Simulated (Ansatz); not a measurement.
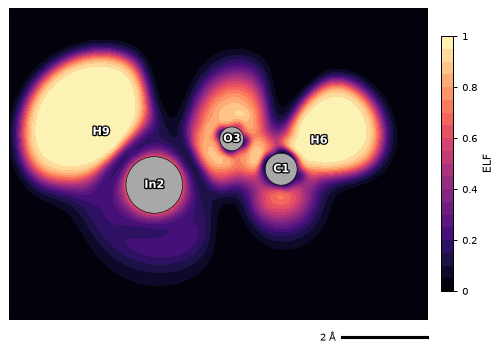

Figure 1: CH6InO (SMILES C[O][InH3-]) (charge −1). Electron localisation function on the plane of atoms O3, In2 and H9. Grey discs cover the atomic cores.

Geometry: PBE0-D3(BJ)/def2-SVPD; core potentials replace the inner electrons of In.

These are results of Ansatz, isolated molecule in a Gaussian basis; Kohn-Sham density functional theory, functional PBE0, not measurements.

```xyz
9

C    -2.4412   -0.4760   -0.8837
In   -1.0204   -0.2272    1.7621
O    -2.6879   -0.4054    0.4606
H    -1.9150    0.4209   -1.2952
H    -1.8159   -1.3531   -1.1840
H    -3.3892   -0.5653   -1.4637
H    -0.1976    1.2730    1.2612
H    -0.0291   -1.6758    1.4502
H    -1.7303   -0.1640    3.3832
```

Question: Read the bonding off the picture.

Answer: The section cuts through C, In, O and H sites. C–O (1.37 Å): the ELF peaks at about 0.85 between the atoms; a polar covalent bond. In–O (2.12 Å): the ELF peaks at about 0.85 in the valence shell of O, 0.6 Å from its nucleus, and drops to about 0.15 between the two atoms. C–H (1.11 Å): the ELF climbs to about 1 towards the hydrogen, as it does in any bond to H: an ordinary covalent bond to hydrogen. In–H (1.77 Å): the ELF climbs to about 1 towards the hydrogen. The ELF also peaks beside O3, away from the bonds: lone-pair regions.
